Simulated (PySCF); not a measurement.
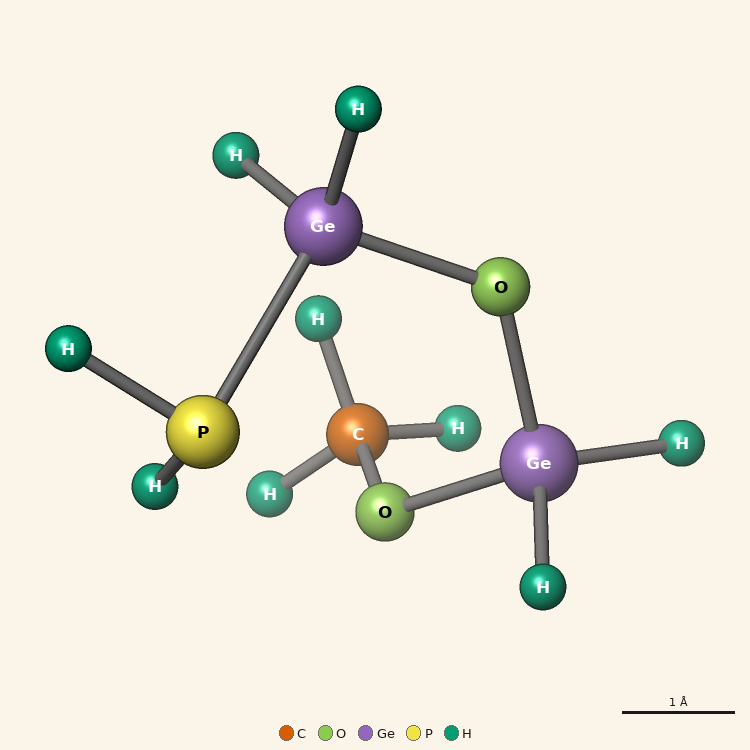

Atoms fade into the background with distance from the viewer. Computed geometry: PBE0-D3(BJ)/def2-SVP optimisation. No frequency run is at hand to confirm it as a minimum. Masses are those of the most abundant isotopes; constants are for the rigid equilibrium geometry.

**What kind of rotor is it, and what are its rotational constants in GHz?**

An asymmetric top (C1): A = 1.77, B = 0.717, C = 0.687 GHz. Ray's parameter κ is −0.94, close to the prolate limit.
